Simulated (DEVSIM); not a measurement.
Structure: abrupt Si p-n junction, at 250 K.

```tsv
layer (left to right)	material	thickness (μm)	Nd (cm⁻³)	Na (cm⁻³)	τn (s)	τp (s)
1	Si	20.0	-	2.5e16	0.00051	0.00051
2	Si	0.640	1.6e16	-	0.00051	0.00051
```

Left contact: ohmic. Right contact: ohmic. Voltage is applied to the left contact. Recombination: SRH at mid-gap, radiative. Mobility is μmin + (μ − μmin)/(1 + (N/Nref)^α).

Constants are typed, rounded textbook-type inputs, not results; the design itself was drawn at random and stands for no fabricated device. Values at 300 K; Nc and Nv go as T^1.5, mobilities as T to minus their exponent, the gap by Varshni's rule with the affinity fixed.

| parameter | Si |
|---|---|
| gap (eV) | 1.124 |
| affinity (eV) | 4.05 |
| permittivity | 11.7 |
| Nc (cm⁻³) | 2.86e19 |
| Nv (cm⁻³) | 3.1e19 |
| μn (cm²/Vs) | 1417 |
| μp (cm²/Vs) | 470 |
| μn,min | 52 |
| μp,min | 45 |
| Nref,n | 9.7e16 |
| Nref,p | 2.2e17 |
| αn | 0.68 |
| αp | 0.72 |
| T exponent of μn | 2.3 |
| T exponent of μp | 2.2 |
| B (cm³/s) | 4.7e-15 |
| Varshni α (eV/K) | 0.000473 |
| Varshni β (K) | 636 |

Simulated with DEVSIM: 1D drift-diffusion, Boltzmann statistics, complete ionisation; no tunnelling, impact ionisation, image-force lowering or self-heating.

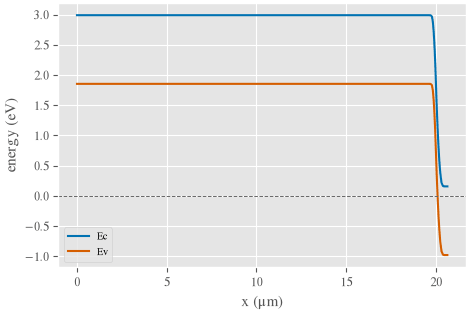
Band edges at -2.0 V on the left contact

Energies count from the Fermi level of the right contact; mesh points crowd at the junctions.

```
x (μm)   Ec (eV)  Ev (eV)  n (cm⁻³)  p (cm⁻³)  field (V/cm)
-------  -------  -------  --------  --------  ------------
0.000      2.989    1.852     < 1e2    2.5e16           ≈ 0
0.02810    2.989    1.852     < 1e2    2.5e16           ≈ 0
0.08901    2.989    1.852     < 1e2    2.5e16           ≈ 0
0.2210     2.989    1.852     < 1e2    2.5e16           ≈ 0
0.6544     2.989    1.852     < 1e2    2.5e16           ≈ 0
1.447      2.989    1.852     < 1e2    2.5e16           ≈ 0
3.164      2.989    1.852     < 1e2    2.5e16           ≈ 0
8.800      2.989    1.852     < 1e2    2.5e16           ≈ 0
14.58      2.989    1.852     < 1e2    2.5e16           ≈ 0
17.51      2.989    1.852     < 1e2    2.5e16           ≈ 0
18.87      2.989    1.852     < 1e2    2.5e16           ≈ 0
19.61      2.989    1.852     < 1e2    2.5e16           ≈ 0
19.83      2.877    1.740     < 1e2    1.4e14        -26000
19.93      2.393    1.256     < 1e2     24000        -67000
19.99      1.939    0.803     < 1e2     < 1e2        -89000
20.02      1.744    0.608     < 1e2     < 1e2        -88000
20.06      1.389    0.253     < 1e2     < 1e2        -77000
20.14      0.805   -0.331      1300     < 1e2        -56000
20.39      0.162   -0.974    1.2e16     < 1e2         -2300
20.53      0.155   -0.981    1.6e16     < 1e2           -22
20.60      0.155   -0.981    1.6e16     < 1e2           ≈ 0
20.64      0.155   -0.981    1.6e16     < 1e2           ≈ 0
```
